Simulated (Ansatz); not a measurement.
# Run report: CH9FOSi, molecular dynamics (part 1 of 3)

System: CH9FOSi.
Method: RKS B3LYP-D4/def2-SVP (Ansatz 0.2.0).

It belongs to a series of runs on one base structure; here: dynamics from the highest image of the converged band.

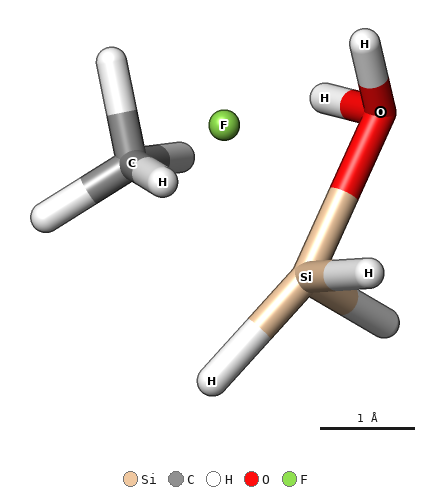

*The structure as given in the input (stick view, seen at a tilt).*

Bond lengths as drawn: C–H 1.10 to 1.31 Å, H–O 0.97 to 1.06 Å, H–Si 1.49 to 1.50 Å and O–Si 2.00 Å.

### The input
```yaml
crystal:
  periodic: [false, false, false]
  atoms:
    - { symbol: Si, position_ang: [-0.945364, -0.550077, -0.472427] }
    - { symbol: C, position_ang: [1.212607, 0.059637, -0.508389] }
    - { symbol: H, position_ang: [-0.376463, -1.703928, -1.251371] }
    - { symbol: H, position_ang: [-1.619883, 0.288547, -1.501832] }
    - { symbol: H, position_ang: [-1.84422, -1.251367, 0.4795] }
    - { symbol: H, position_ang: [-0.435415, 0.501749, 1.563731] }
    - { symbol: O, position_ang: [-1.084716, 0.941676, 0.845472] }
    - { symbol: H, position_ang: [0.809793, -0.301631, 0.679355] }
    - { symbol: F, position_ang: [0.520209, -0.391827, 1.903175] }
    - { symbol: H, position_ang: [0.791886, 0.461154, -1.446605] }
    - { symbol: H, position_ang: [1.893496, -0.752585, -0.797241] }
    - { symbol: H, position_ang: [1.782167, 0.903788, -0.079683] }
    - { symbol: H, position_ang: [-0.704099, 1.794661, 0.586313] }
basis:
  gaussian: { orbitals: def2-SVP }
hamiltonian:
  xc: b3lyp
  dispersion: d4
md:
  timestep: 0.5
  n_steps: 200
  ensemble: nve
  temperature: 300.0
  initial_velocities: maxwell_boltzmann
  seed: 3066
```

Launch command:
```bash
ansatz run input.yaml --threads 2 --pin off --max-ram 3072MiB --backend cpu --events-out ev --progress --plain --runs-dir out
```

### Log
```
Engine: ansatz 0.2.0, aarch64-unknown-linux-gnu
Functional definition: B3LYP
  parameter a0 = 0.2
  parameter ax = 0.72
  parameter ac = 0.81
  exchange = (1 - a0 - ax)*slater_x + ax*b88_x + a0*exact_x
  correlation = (1 - ac)*vwn_rpa_c + ac*lyp_c
1117 factors; integrals over basis functions are off by at most 3.4e-4 eV
mean field evaluation 1: about -13809.9386 eV, gradient 6.1e1 eV
mean field evaluation 2: about -13804.7013 eV, gradient 8.1e1 eV
mean field evaluation 4: about -13817.2268 eV, gradient 3.2e0 eV
mean field evaluation 8: about -13817.2589 eV, gradient 1.1e-1 eV
mean field evaluation 16: about -13817.2589 eV, gradient 1.2e-5 eV
mean field -13817.25887420 eV, -507.7748979524 hartree, gradient 1.2e-5 eV, S^2 0.000000; 0 other end points of the search recorded, 0 dependent functions left out
the calculation of the forces begins
reference -13817.25911388 eV, -507.7749067605 hartree; 23, 23 occupied and 82, 82 virtual orbitals, 1117 factors
md step     0: t =     0.00 fs  T =   300.0 K  F+E_penalty+E_count = -13817.60982058 eV  E_kin = 0.426558 eV  conserved = -13817.18326258 eV  (26 SCF iters)
these checks for a lower state are left out or cut short: starts, cluster_reference, orbital_swaps, neighbouring_geometries, increment
1117 factors; integrals over basis functions are off by at most 3.4e-4 eV
mean field -13817.24164959 eV, -507.7742649598 hartree, gradient 6.7e-6 eV, S^2 0.000000; 0 other end points of the search recorded, 0 dependent functions left out
the calculation of the forces begins
reference -13817.24188962 eV, -507.7742737808 hartree; 23, 23 occupied and 82, 82 virtual orbitals, 1117 factors
md step     1: t =     0.50 fs  T =   288.1 K  F+E_penalty+E_count = -13817.59261576 eV  E_kin = 0.409588 eV  conserved = -13817.18302797 eV  (28 SCF iters, 3 dispersion substeps)
[... from here on the SCF iterations and repeated set-up lines of each step are left out, up to the last step ...]
md step     2: t =     1.00 fs  T =   255.4 K  F+E_penalty+E_count = -13817.54535168 eV  E_kin = 0.363174 eV  conserved = -13817.18217785 eV  (28 SCF iters, 3 dispersion substeps)
md step     3: t =     1.50 fs  T =   211.5 K  F+E_penalty+E_count = -13817.48171577 eV  E_kin = 0.300756 eV  conserved = -13817.18096024 eV  (27 SCF iters, 3 dispersion substeps)
md step     4: t =     2.00 fs  T =   169.6 K  F+E_penalty+E_count = -13817.42091592 eV  E_kin = 0.241087 eV  conserved = -13817.17982925 eV  (28 SCF iters, 3 dispersion substeps)
md step     5: t =     2.50 fs  T =   141.6 K  F+E_penalty+E_count = -13817.38063801 eV  E_kin = 0.201381 eV  conserved = -13817.17925744 eV  (29 SCF iters, 3 dispersion substeps)
md step     6: t =     3.00 fs  T =   133.9 K  F+E_penalty+E_count = -13817.36991241 eV  E_kin = 0.190458 eV  conserved = -13817.17945473 eV  (29 SCF iters, 3 dispersion substeps)
md step     7: t =     3.50 fs  T =   144.7 K  F+E_penalty+E_count = -13817.38594131 eV  E_kin = 0.205700 eV  conserved = -13817.18024088 eV  (29 SCF iters, 3 dispersion substeps)
md step     8: t =     4.00 fs  T =   165.7 K  F+E_penalty+E_count = -13817.41674212 eV  E_kin = 0.235553 eV  conserved = -13817.18118901 eV  (29 SCF iters, 3 dispersion substeps)
md step     9: t =     4.50 fs  T =   186.8 K  F+E_penalty+E_count = -13817.44754646 eV  E_kin = 0.265644 eV  conserved = -13817.18190218 eV  (28 SCF iters, 3 dispersion substeps)
md step    10: t =     5.00 fs  T =   200.3 K  F+E_penalty+E_count = -13817.46695235 eV  E_kin = 0.284770 eV  conserved = -13817.18218229 eV  (29 SCF iters, 3 dispersion substeps)
md step    11: t =     5.50 fs  T =   202.7 K  F+E_penalty+E_count = -13817.47021802 eV  E_kin = 0.288195 eV  conserved = -13817.18202312 eV  (29 SCF iters, 3 dispersion substeps)
md step    12: t =     6.00 fs  T =   195.6 K  F+E_penalty+E_count = -13817.45959174 eV  E_kin = 0.278064 eV  conserved = -13817.18152728 eV  (29 SCF iters, 3 dispersion substeps)
md step    13: t =     6.50 fs  T =   184.2 K  F+E_penalty+E_count = -13817.44280616 eV  E_kin = 0.261959 eV  conserved = -13817.18084686 eV  (29 SCF iters, 3 dispersion substeps)
md step    14: t =     7.00 fs  T =   176.1 K  F+E_penalty+E_count = -13817.43059588 eV  E_kin = 0.250415 eV  conserved = -13817.18018133 eV  (28 SCF iters, 3 dispersion substeps)
md step    15: t =     7.50 fs  T =   178.4 K  F+E_penalty+E_count = -13817.43344300 eV  E_kin = 0.253681 eV  conserved = -13817.17976177 eV  (29 SCF iters, 3 dispersion substeps)
md step    16: t =     8.00 fs  T =   195.6 K  F+E_penalty+E_count = -13817.45792223 eV  E_kin = 0.278147 eV  conserved = -13817.17977539 eV  (29 SCF iters, 3 dispersion substeps)
md step    17: t =     8.50 fs  T =   227.6 K  F+E_penalty+E_count = -13817.50385880 eV  E_kin = 0.323607 eV  conserved = -13817.18025215 eV  (29 SCF iters, 3 dispersion substeps)
md step    18: t =     9.00 fs  T =   269.3 K  F+E_penalty+E_count = -13817.56388722 eV  E_kin = 0.382852 eV  conserved = -13817.18103509 eV  (26 SCF iters, 3 dispersion substeps)
md step    19: t =     9.50 fs  T =   312.3 K  F+E_penalty+E_count = -13817.62586835 eV  E_kin = 0.444005 eV  conserved = -13817.18186314 eV  (25 SCF iters, 3 dispersion substeps)
md step    20: t =    10.00 fs  T =   347.7 K  F+E_penalty+E_count = -13817.67694024 eV  E_kin = 0.494444 eV  conserved = -13817.18249584 eV  (25 SCF iters, 3 dispersion substeps)
md step    21: t =    10.50 fs  T =   368.9 K  F+E_penalty+E_count = -13817.70735242 eV  E_kin = 0.524572 eV  conserved = -13817.18278073 eV  (26 SCF iters, 3 dispersion substeps)
md step    22: t =    11.00 fs  T =   373.0 K  F+E_penalty+E_count = -13817.71301447 eV  E_kin = 0.530368 eV  conserved = -13817.18264693 eV  (26 SCF iters, 3 dispersion substeps)
md step    23: t =    11.50 fs  T =   361.9 K  F+E_penalty+E_count = -13817.69666678 eV  E_kin = 0.514563 eV  conserved = -13817.18210334 eV  (26 SCF iters, 3 dispersion substeps)
md step    24: t =    12.00 fs  T =   342.1 K  F+E_penalty+E_count = -13817.66764623 eV  E_kin = 0.486374 eV  conserved = -13817.18127263 eV  (24 SCF iters, 3 dispersion substeps)
md step    25: t =    12.50 fs  T =   323.1 K  F+E_penalty+E_count = -13817.63978907 eV  E_kin = 0.459370 eV  conserved = -13817.18041923 eV  (26 SCF iters, 3 dispersion substeps)
md step    26: t =    13.00 fs  T =   314.6 K  F+E_penalty+E_count = -13817.62720815 eV  E_kin = 0.447328 eV  conserved = -13817.17988061 eV  (26 SCF iters, 3 dispersion substeps)
md step    27: t =    13.50 fs  T =   322.9 K  F+E_penalty+E_count = -13817.63907449 eV  E_kin = 0.459180 eV  conserved = -13817.17989433 eV  (26 SCF iters, 3 dispersion substeps)
md step    28: t =    14.00 fs  T =   348.5 K  F+E_penalty+E_count = -13817.67597311 eV  E_kin = 0.495524 eV  conserved = -13817.18044889 eV  (25 SCF iters, 3 dispersion substeps)
md step    29: t =    14.50 fs  T =   385.9 K  F+E_penalty+E_count = -13817.72998488 eV  E_kin = 0.548682 eV  conserved = -13817.18130264 eV  (24 SCF iters, 3 dispersion substeps)
md step    30: t =    15.00 fs  T =   426.3 K  F+E_penalty+E_count = -13817.78828585 eV  E_kin = 0.606152 eV  conserved = -13817.18213362 eV  (24 SCF iters, 3 dispersion substeps)
md step    31: t =    15.50 fs  T =   461.0 K  F+E_penalty+E_count = -13817.83818106 eV  E_kin = 0.655528 eV  conserved = -13817.18265312 eV  (24 SCF iters, 3 dispersion substeps)
md step    32: t =    16.00 fs  T =   484.6 K  F+E_penalty+E_count = -13817.87172865 eV  E_kin = 0.689067 eV  conserved = -13817.18266211 eV  (25 SCF iters, 3 dispersion substeps)
md step    33: t =    16.50 fs  T =   497.1 K  F+E_penalty+E_count = -13817.88887600 eV  E_kin = 0.706751 eV  conserved = -13817.18212482 eV  (25 SCF iters, 3 dispersion substeps)
md step    34: t =    17.00 fs  T =   504.0 K  F+E_penalty+E_count = -13817.89790027 eV  E_kin = 0.716650 eV  conserved = -13817.18125023 eV  (24 SCF iters, 3 dispersion substeps)
md step    35: t =    17.50 fs  T =   514.6 K  F+E_penalty+E_count = -13817.91212223 eV  E_kin = 0.731684 eV  conserved = -13817.18043851 eV  (25 SCF iters, 3 dispersion substeps)
md step    36: t =    18.00 fs  T =   537.2 K  F+E_penalty+E_count = -13817.94383315 eV  E_kin = 0.763766 eV  conserved = -13817.18006684 eV  (25 SCF iters, 3 dispersion substeps)
md step    37: t =    18.50 fs  T =   575.5 K  F+E_penalty+E_count = -13817.99858197 eV  E_kin = 0.818303 eV  conserved = -13817.18027895 eV  (26 SCF iters, 3 dispersion substeps)
md step    38: t =    19.00 fs  T =   627.3 K  F+E_penalty+E_count = -13818.07291567 eV  E_kin = 0.891977 eV  conserved = -13817.18093862 eV  (29 SCF iters, 3 dispersion substeps)
md step    39: t =    19.50 fs  T =   685.4 K  F+E_penalty+E_count = -13818.15634766 eV  E_kin = 0.974600 eV  conserved = -13817.18174737 eV  (26 SCF iters, 3 dispersion substeps)
md step    40: t =    20.00 fs  T =   740.9 K  F+E_penalty+E_count = -13818.23588775 eV  E_kin = 1.053474 eV  conserved = -13817.18241416 eV  (29 SCF iters, 3 dispersion substeps)
md step    41: t =    20.50 fs  T =   786.2 K  F+E_penalty+E_count = -13818.30062397 eV  E_kin = 1.117866 eV  conserved = -13817.18275808 eV  (28 SCF iters, 3 dispersion substeps)
md step    42: t =    21.00 fs  T =   817.3 K  F+E_penalty+E_count = -13818.34473700 eV  E_kin = 1.162026 eV  conserved = -13817.18271086 eV  (29 SCF iters, 3 dispersion substeps)
md step    43: t =    21.50 fs  T =   834.5 K  F+E_penalty+E_count = -13818.36876675 eV  E_kin = 1.186493 eV  conserved = -13817.18227405 eV  (28 SCF iters, 3 dispersion substeps)
md step    44: t =    22.00 fs  T =   842.7 K  F+E_penalty+E_count = -13818.37964285 eV  E_kin = 1.198137 eV  conserved = -13817.18150599 eV  (27 SCF iters, 3 dispersion substeps)
md step    45: t =    22.50 fs  T =   850.3 K  F+E_penalty+E_count = -13818.38962830 eV  E_kin = 1.209063 eV  conserved = -13817.18056499 eV  (26 SCF iters, 3 dispersion substeps)
md step    46: t =    23.00 fs  T =   867.8 K  F+E_penalty+E_count = -13818.41363134 eV  E_kin = 1.233879 eV  conserved = -13817.17975191 eV  (26 SCF iters, 3 dispersion substeps)
md step    47: t =    23.50 fs  T =   903.7 K  F+E_penalty+E_count = -13818.46441522 eV  E_kin = 1.284950 eV  conserved = -13817.17946527 eV  (26 SCF iters, 3 dispersion substeps)
md step    48: t =    24.00 fs  T =   961.1 K  F+E_penalty+E_count = -13818.54655472 eV  E_kin = 1.366532 eV  conserved = -13817.18002279 eV  (24 SCF iters, 3 dispersion substeps)
md step    49: t =    24.50 fs  T =  1034.2 K  F+E_penalty+E_count = -13818.65186974 eV  E_kin = 1.470447 eV  conserved = -13817.18142320 eV  (26 SCF iters, 3 dispersion substeps)
md step    50: t =    25.00 fs  T =  1108.9 K  F+E_penalty+E_count = -13818.75983562 eV  E_kin = 1.576634 eV  conserved = -13817.18320148 eV  (25 SCF iters, 3 dispersion substeps)
md step    51: t =    25.50 fs  T =  1167.8 K  F+E_penalty+E_count = -13818.84496702 eV  E_kin = 1.660454 eV  conserved = -13817.18451286 eV  (24 SCF iters, 3 dispersion substeps)
md step    52: t =    26.00 fs  T =  1199.2 K  F+E_penalty+E_count = -13818.88959792 eV  E_kin = 1.705066 eV  conserved = -13817.18453203 eV  (24 SCF iters, 3 dispersion substeps)
md step    53: t =    26.50 fs  T =  1204.5 K  F+E_penalty+E_count = -13818.89576253 eV  E_kin = 1.712663 eV  conserved = -13817.18309981 eV  (24 SCF iters, 3 dispersion substeps)
md step    54: t =    27.00 fs  T =  1199.6 K  F+E_penalty+E_count = -13818.88676159 eV  E_kin = 1.705665 eV  conserved = -13817.18109660 eV  (24 SCF iters, 3 dispersion substeps)
md step    55: t =    27.50 fs  T =  1205.4 K  F+E_penalty+E_count = -13818.89375821 eV  E_kin = 1.713917 eV  conserved = -13817.17984167 eV  (24 SCF iters, 3 dispersion substeps)
md step    56: t =    28.00 fs  T =  1235.3 K  F+E_penalty+E_count = -13818.93639630 eV  E_kin = 1.756444 eV  conserved = -13817.17995242 eV  (24 SCF iters, 3 dispersion substeps)
md step    57: t =    28.50 fs  T =  1288.7 K  F+E_penalty+E_count = -13819.01339078 eV  E_kin = 1.832359 eV  conserved = -13817.18103164 eV  (24 SCF iters, 3 dispersion substeps)
md step    58: t =    29.00 fs  T =  1354.3 K  F+E_penalty+E_count = -13819.10789498 eV  E_kin = 1.925585 eV  conserved = -13817.18230974 eV  (25 SCF iters, 3 dispersion substeps)
md step    59: t =    29.50 fs  T =  1417.7 K  F+E_penalty+E_count = -13819.19904481 eV  E_kin = 2.015806 eV  conserved = -13817.18323856 eV  (24 SCF iters, 3 dispersion substeps)
md step    60: t =    30.00 fs  T =  1467.9 K  F+E_penalty+E_count = -13819.27078446 eV  E_kin = 2.087162 eV  conserved = -13817.18362215 eV  (24 SCF iters, 3 dispersion substeps)
md step    61: t =    30.50 fs  T =  1499.4 K  F+E_penalty+E_count = -13819.31547120 eV  E_kin = 2.131976 eV  conserved = -13817.18349564 eV  (24 SCF iters, 3 dispersion substeps)
md step    62: t =    31.00 fs  T =  1512.6 K  F+E_penalty+E_count = -13819.33371111 eV  E_kin = 2.150715 eV  conserved = -13817.18299589 eV  (25 SCF iters, 3 dispersion substeps)
md step    63: t =    31.50 fs  T =  1512.2 K  F+E_penalty+E_count = -13819.33236520 eV  E_kin = 2.150075 eV  conserved = -13817.18229028 eV  (24 SCF iters, 3 dispersion substeps)
md step    64: t =    32.00 fs  T =  1505.3 K  F+E_penalty+E_count = -13819.32192744 eV  E_kin = 2.140383 eV  conserved = -13817.18154449 eV  (24 SCF iters, 3 dispersion substeps)
md step    65: t =    32.50 fs  T =  1500.1 K  F+E_penalty+E_count = -13819.31382612 eV  E_kin = 2.132906 eV  conserved = -13817.18091967 eV  (24 SCF iters, 3 dispersion substeps)
md step    66: t =    33.00 fs  T =  1503.1 K  F+E_penalty+E_count = -13819.31777186 eV  E_kin = 2.137192 eV  conserved = -13817.18057951 eV  (24 SCF iters, 3 dispersion substeps)
md step    67: t =    33.50 fs  T =  1518.1 K  F+E_penalty+E_count = -13819.33916697 eV  E_kin = 2.158504 eV  conserved = -13817.18066327 eV  (24 SCF iters, 3 dispersion substeps)
md step    68: t =    34.00 fs  T =  1544.4 K  F+E_penalty+E_count = -13819.37710267 eV  E_kin = 2.195921 eV  conserved = -13817.18118123 eV  (24 SCF iters, 3 dispersion substeps)
md step    69: t =    34.50 fs  T =  1577.3 K  F+E_penalty+E_count = -13819.42451737 eV  E_kin = 2.242644 eV  conserved = -13817.18187301 eV  (24 SCF iters, 3 dispersion substeps)
md step    70: t =    35.00 fs  T =  1610.6 K  F+E_penalty+E_count = -13819.47231753 eV  E_kin = 2.290066 eV  conserved = -13817.18225166 eV  (24 SCF iters, 3 dispersion substeps)
md step    71: t =    35.50 fs  T =  1641.7 K  F+E_penalty+E_count = -13819.51630657 eV  E_kin = 2.334249 eV  conserved = -13817.18205777 eV  (24 SCF iters, 3 dispersion substeps)
md step    72: t =    36.00 fs  T =  1672.8 K  F+E_penalty+E_count = -13819.56023902 eV  E_kin = 2.378473 eV  conserved = -13817.18176625 eV  (24 SCF iters, 3 dispersion substeps)
md step    73: t =    36.50 fs  T =  1706.6 K  F+E_penalty+E_count = -13819.60866529 eV  E_kin = 2.426516 eV  conserved = -13817.18214919 eV  (24 SCF iters, 3 dispersion substeps)
md step    74: t =    37.00 fs  T =  1739.5 K  F+E_penalty+E_count = -13819.65642875 eV  E_kin = 2.473356 eV  conserved = -13817.18307249 eV  (24 SCF iters, 3 dispersion substeps)
md step    75: t =    37.50 fs  T =  1763.3 K  F+E_penalty+E_count = -13819.69071296 eV  E_kin = 2.507208 eV  conserved = -13817.18350510 eV  (27 SCF iters, 3 dispersion substeps)
md step    76: t =    38.00 fs  T =  1774.0 K  F+E_penalty+E_count = -13819.70522202 eV  E_kin = 2.522317 eV  conserved = -13817.18290490 eV  (27 SCF iters, 3 dispersion substeps)
md step    77: t =    38.50 fs  T =  1776.7 K  F+E_penalty+E_count = -13819.70806669 eV  E_kin = 2.526276 eV  conserved = -13817.18179040 eV  (27 SCF iters, 3 dispersion substeps)
md step    78: t =    39.00 fs  T =  1782.2 K  F+E_penalty+E_count = -13819.71497920 eV  E_kin = 2.534012 eV  conserved = -13817.18096671 eV  (27 SCF iters, 3 dispersion substeps)
md step    79: t =    39.50 fs  T =  1798.4 K  F+E_penalty+E_count = -13819.73780907 eV  E_kin = 2.557030 eV  conserved = -13817.18077873 eV  (25 SCF iters, 3 dispersion substeps)
md step    80: t =    40.00 fs  T =  1827.1 K  F+E_penalty+E_count = -13819.77901851 eV  E_kin = 2.597913 eV  conserved = -13817.18110525 eV  (24 SCF iters, 3 dispersion substeps)
md step    81: t =    40.50 fs  T =  1864.7 K  F+E_penalty+E_count = -13819.83305237 eV  E_kin = 2.651382 eV  conserved = -13817.18167026 eV  (25 SCF iters, 3 dispersion substeps)
md step    82: t =    41.00 fs  T =  1904.7 K  F+E_penalty+E_count = -13819.89041343 eV  E_kin = 2.708174 eV  conserved = -13817.18223963 eV  (24 SCF iters, 3 dispersion substeps)
md step    83: t =    41.50 fs  T =  1940.2 K  F+E_penalty+E_count = -13819.94134481 eV  E_kin = 2.758657 eV  conserved = -13817.18268781 eV  (24 SCF iters, 3 dispersion substeps)
md step    84: t =    42.00 fs  T =  1965.7 K  F+E_penalty+E_count = -13819.97794724 eV  E_kin = 2.794952 eV  conserved = -13817.18299483 eV  (25 SCF iters, 3 dispersion substeps)
md step    85: t =    42.50 fs  T =  1977.4 K  F+E_penalty+E_count = -13819.99476197 eV  E_kin = 2.811588 eV  conserved = -13817.18317370 eV  (25 SCF iters, 3 dispersion substeps)
md step    86: t =    43.00 fs  T =  1973.3 K  F+E_penalty+E_count = -13819.98887151 eV  E_kin = 2.805709 eV  conserved = -13817.18316236 eV  (24 SCF iters, 3 dispersion substeps)
md step    87: t =    43.50 fs  T =  1954.0 K  F+E_penalty+E_count = -13819.96104345 eV  E_kin = 2.778278 eV  conserved = -13817.18276546 eV  (24 SCF iters, 3 dispersion substeps)
md step    88: t =    44.00 fs  T =  1924.8 K  F+E_penalty+E_count = -13819.91860545 eV  E_kin = 2.736839 eV  conserved = -13817.18176652 eV  (27 SCF iters, 3 dispersion substeps)
md step    89: t =    44.50 fs  T =  1897.4 K  F+E_penalty+E_count = -13819.87808783 eV  E_kin = 2.697784 eV  conserved = -13817.18030363 eV  (27 SCF iters, 3 dispersion substeps)
md step    90: t =    45.00 fs  T =  1887.0 K  F+E_penalty+E_count = -13819.86221358 eV  E_kin = 2.683010 eV  conserved = -13817.17920384 eV  (28 SCF iters, 3 dispersion substeps)
md step    91: t =    45.50 fs  T =  1904.3 K  F+E_penalty+E_count = -13819.88719824 eV  E_kin = 2.707650 eV  conserved = -13817.17954831 eV  (27 SCF iters, 3 dispersion substeps)
md step    92: t =    46.00 fs  T =  1945.3 K  F+E_penalty+E_count = -13819.94739037 eV  E_kin = 2.765894 eV  conserved = -13817.18149612 eV  (28 SCF iters, 3 dispersion substeps)
md step    93: t =    46.50 fs  T =  1990.0 K  F+E_penalty+E_count = -13820.01345466 eV  E_kin = 2.829551 eV  conserved = -13817.18390353 eV  (27 SCF iters, 3 dispersion substeps)
md step    94: t =    47.00 fs  T =  2014.0 K  F+E_penalty+E_count = -13820.04904354 eV  E_kin = 2.863675 eV  conserved = -13817.18536807 eV  (28 SCF iters, 3 dispersion substeps)
md step    95: t =    47.50 fs  T =  2002.0 K  F+E_penalty+E_count = -13820.03175911 eV  E_kin = 2.846529 eV  conserved = -13817.18523030 eV  (28 SCF iters, 3 dispersion substeps)
md step    96: t =    48.00 fs  T =  1955.2 K  F+E_penalty+E_count = -13819.96369429 eV  E_kin = 2.780011 eV  conserved = -13817.18368332 eV  (28 SCF iters, 3 dispersion substeps)
md step    97: t =    48.50 fs  T =  1890.0 K  F+E_penalty+E_count = -13819.86882990 eV  E_kin = 2.687338 eV  conserved = -13817.18149140 eV  (27 SCF iters, 3 dispersion substeps)
md step    98: t =    49.00 fs  T =  1829.8 K  F+E_penalty+E_count = -13819.78128199 eV  E_kin = 2.601649 eV  conserved = -13817.17963287 eV  (28 SCF iters, 3 dispersion substeps)
md step    99: t =    49.50 fs  T =  1794.4 K  F+E_penalty+E_count = -13819.73021613 eV  E_kin = 2.551381 eV  conserved = -13817.17883551 eV  (26 SCF iters, 3 dispersion substeps)
md step   100: t =    50.00 fs  T =  1793.0 K  F+E_penalty+E_count = -13819.72857036 eV  E_kin = 2.549345 eV  conserved = -13817.17922575 eV  (28 SCF iters, 3 dispersion substeps)
```
